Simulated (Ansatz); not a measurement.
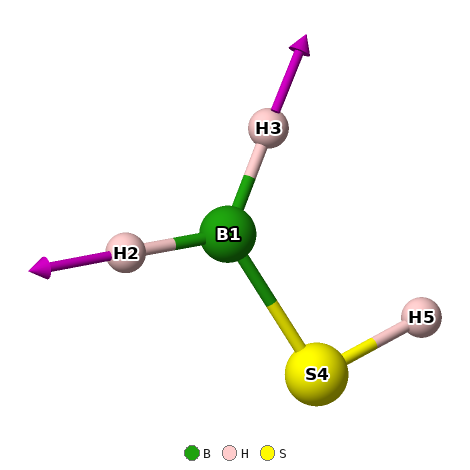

The arrows show one normal mode. Harmonic vibrations computed with RKS PBE0-D4/def2-TZVP (Ansatz 0.2.0) at a stationary point of the same level.

### Describe the motion.

Mostly in-phase stretching of 2 B–H bonds.

### At what wavenumber does it lie?

2612 cm⁻¹; it is mode 7 of 9 counted from the lowest.
